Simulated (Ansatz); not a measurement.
A series of calculations on BH3OF2

**1. Relaxation**

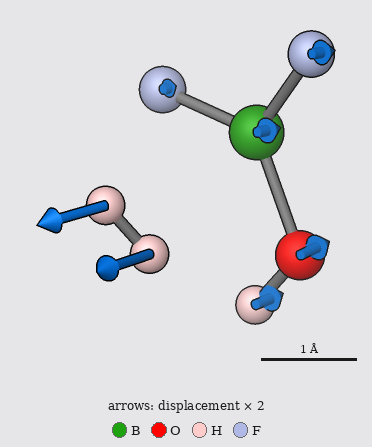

A relaxation of BH3OF2. The starting structure is drawn; blue arrows show the displacements, 2 times their true length. The two geometries are superimposed by the best rigid fit.

Style: ball-and-stick. Shown from a free direction.

The run prepares an end point of a later path (reaction) calculation, from a guessed geometry.

All numbers below come from Ansatz 0.2.0, RKS CAM-B3LYP-D4/def2-mTZVP.

Input file:
```yaml
crystal:
  periodic: [false, false, false]
  atoms:
    - { symbol: B, position_ang: [-0.030593, -0.257899, 0.151324] }
    - { symbol: O, position_ang: [-0.009095, -0.467753, 1.509046] }
    - { symbol: H, position_ang: [-0.889596, -0.477247, 1.905265] }
    - { symbol: F, position_ang: [1.104232, -0.244811, -0.515278] }
    - { symbol: F, position_ang: [-1.166336, -0.093776, -0.515561] }
    - { symbol: H, position_ang: [0.052665, 2.09654, 0.597636] }
    - { symbol: H, position_ang: [0.150423, 1.725746, 1.193167] }
basis:
  gaussian: { orbitals: def2-mTZVP }
hamiltonian:
  xc: cam_b3lyp
  dispersion: d4
relax:
  f_tol: 0.03
  max_steps: 50
```

Command:
```bash
ansatz run input.yaml --threads 2 --pin off --max-ram 3072MiB --backend cpu --events-out ev --progress --plain --runs-dir out
```

Question: Atoms of which element are displaced furthest, and by how much?

Answer: Hydrogen: up to 0.57 Å, against 0.27 Å for oxygen.

Question: Describe the change and its energy.

Answer: The largest move after the best rigid fit is that of H7, 0.57 Å. By element the largest moves are H 0.57 Å, O 0.27 Å, B 0.20 Å, F 0.19 Å. Some distances before and after: H6–H7 0.708 → 0.745 Å, B1–O2 1.374 → 1.344 Å. The energy falls by 4.10 kcal/mol in 6 geometry steps. The largest force component goes from 1.2 to 0.02 eV/Å.

Limits of the set-up: the start holds two separate molecules, 2.2 Å apart at their closest, whose relative position is a soft coordinate.

**2. Relaxation**

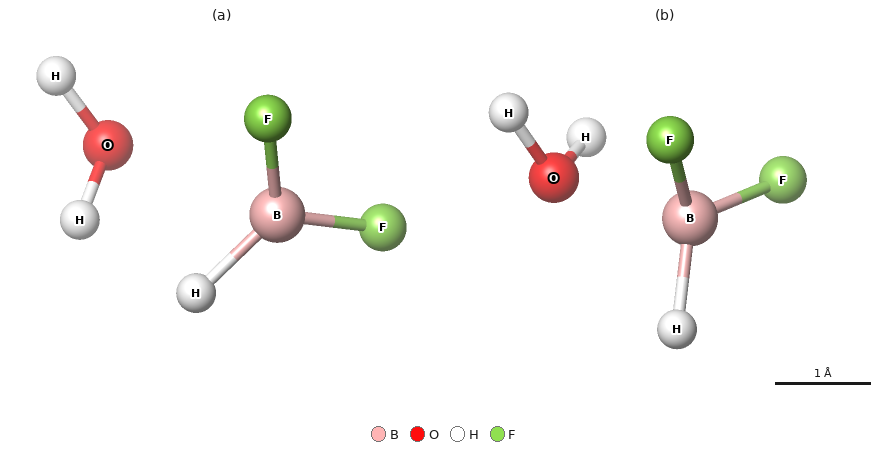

The structure of BH$_{3}$OF$_{2}$ before (left) and after (right) a relaxation, at one scale.

A ball-and-stick model, seen at a tilt.

The run prepares an end point of a later path (reaction) calculation, from a guessed geometry.

The calculation used RKS CAM-B3LYP-D4/def2-mTZVP in Ansatz. Settings: no spin polarisation; force threshold 0.03 eV/Å; at most 50 steps.

**What changed between the two?**

The energy falls by 31.5 kJ/mol in 30 accepted moves (37 points after the start). The largest force component goes from 0.87 to 0.023 eV/Å. The line search rejected the trial steps at points 2, 6, 16, 18, 24, 28, 31 of the run. The forces were under the threshold at step 22, but the run went on from there. The largest moves after the best rigid fit, 1.26 Å, are those of H atoms. By element the largest moves are H 1.26 Å, F 0.77 Å, O 0.66 Å, B 0.38 Å. Some distances before and after: B–O 2.604 → 1.791 Å, B–F 1.314 → 1.360 Å, H–O 0.984 → 0.971 Å. Among the angles between lasting bonds that change: F–B–F 118.4° → 114.8°, F–B–H 121.0° → 117.8°, F–B–H 120.4° → 117.8°.

**3. Path**

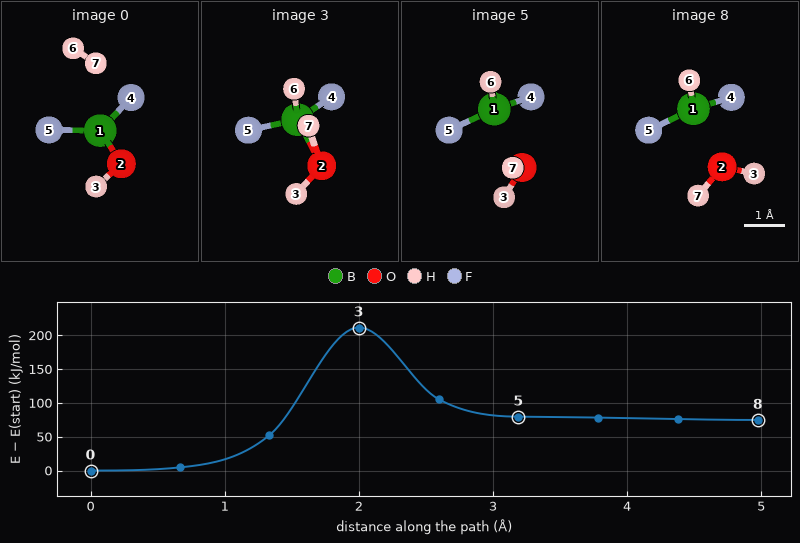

A search for the minimum-energy path of BH3OF2, made up at the start of BHOF$_{2}$ and H₂ by the nudged elastic band. Images are numbered from 0 (start) to 8 (end). A ball-and-stick model, seen from a free direction.

The calculation used RKS CAM-B3LYP-D4/def2-mTZVP in Ansatz 0.2.0. Set-up: 7 movable images; climbing image; force threshold 0.05 eV/Å; iteration limit 60; starting path through a guess of the saddle point.

Q: Describe the mechanism and the energy profile.

A: Breaking: B1–O2 (1.34 → 1.53 at the top → 1.79 Å), H6–H7 (0.74 → 1.04 at the top → 2.96 Å). Forming: B1–H6 (3.06 → 1.39 at the top → 1.19 Å), O2–H7 (3.03 → 1.25 at the top → 0.97 Å). Forward barrier 211.6 kJ/mol, backward barrier 136.7 kJ/mol, with image 3 at the top; the reaction energy is +74.9 kJ/mol. The band converged in 14 iterations, with a climbing image at the top. At the top, the vibrational analysis gives one imaginary mode (1601i cm⁻¹), as a transition state must have.

Limits of the set-up: the start holds two separate molecules, 3.0 Å apart at their closest, whose relative position is a soft coordinate.
